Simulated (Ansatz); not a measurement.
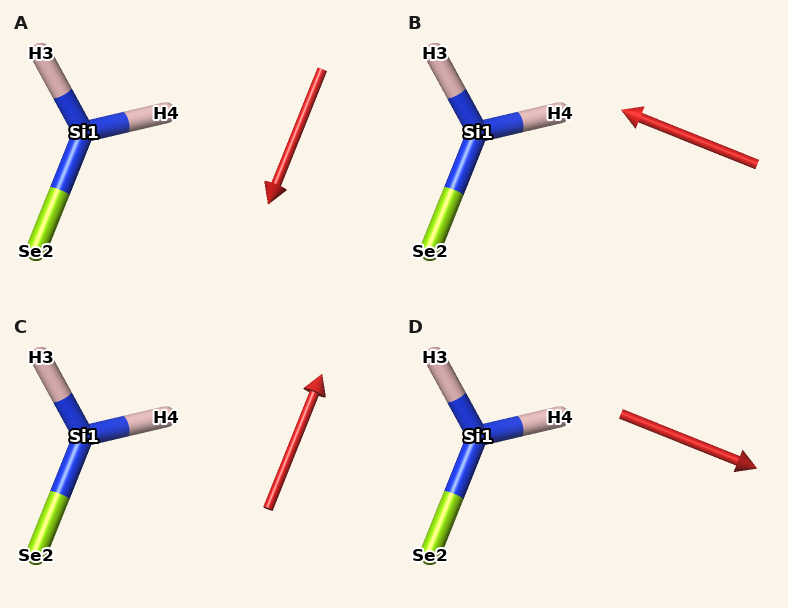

The same molecule four times, each with an arrow. The geometry was computed by an optimisation with PBE0-D4/def2-TZVP. No frequency run is at hand to confirm it as a minimum. Method: RKS PBE0-D4/def2-TZVP (Ansatz 0.2.0).

### Which arrow points along the dipole moment, from the negative to the positive end?

C. The dipole moment is 2.42 D; it points from the side of Se2 to the side of H3, H4 (the outermost atoms at the two ends).
